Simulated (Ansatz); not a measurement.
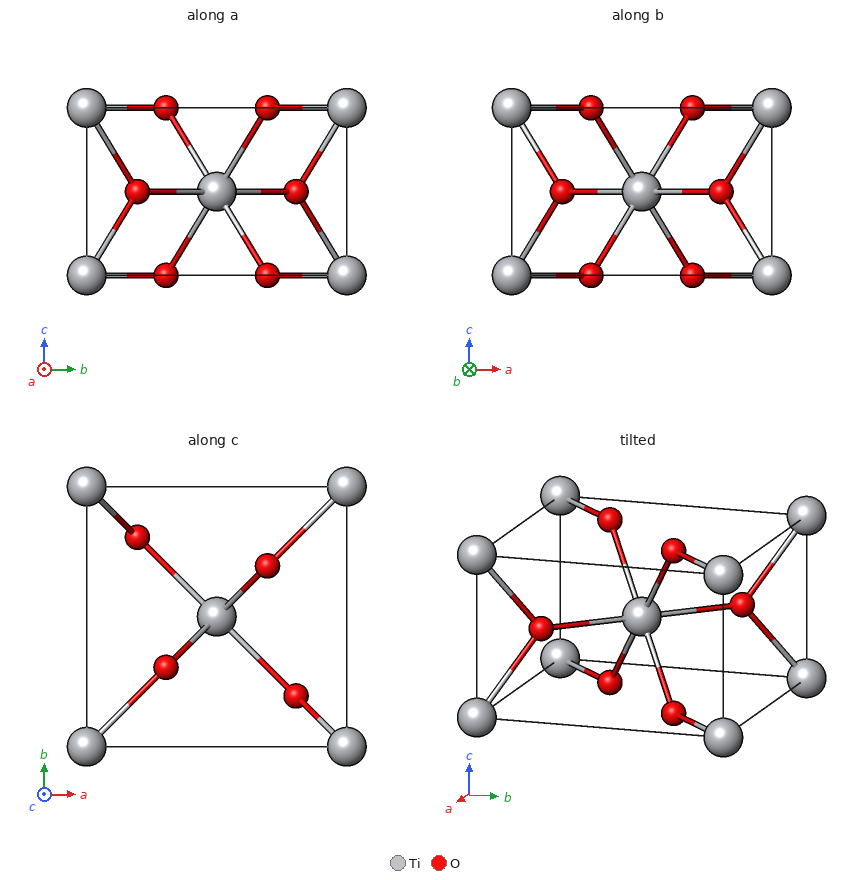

The crystal in a ball-and-stick representation, seen along the a axis, along the b axis, along the c axis and slightly off an axis. The conventional unit cell is outlined; an atom on or near a face, edge or corner is repeated at each equivalent position.

Lattice parameters: a = 4.5942 Å, b = 4.5942 Å, c = 2.9587 Å, α = 90.000°, β = 90.000°, γ = 90.000°.

Question: Express the structure as a CIF in P1 with every atom of the cell, with free fractional coordinates to two decimals.

Answer:
```cif
data_structure
_symmetry_space_group_name_H-M 'P 1'
_symmetry_Int_Tables_number 1
_cell_length_a 4.5942
_cell_length_b 4.5942
_cell_length_c 2.9587
_cell_angle_alpha 90.000
_cell_angle_beta 90.000
_cell_angle_gamma 90.000
_cell_volume 62.45
loop_
_atom_site_label
_atom_site_type_symbol
_atom_site_fract_x
_atom_site_fract_y
_atom_site_fract_z
_atom_site_occupancy
Ti1 Ti 0.00 0.00 0.00 1
Ti2 Ti 0.50 0.50 0.50 1
O1 O 0.30 0.30 0.00 1
O2 O 0.80 0.20 0.50 1
O3 O 0.20 0.80 0.50 1
O4 O 0.70 0.70 0.00 1
```

The cell started as a structure type known for this compound. Earlier steps of the study may have refined or changed the cell and positions. It went into a calculation with Ansatz.
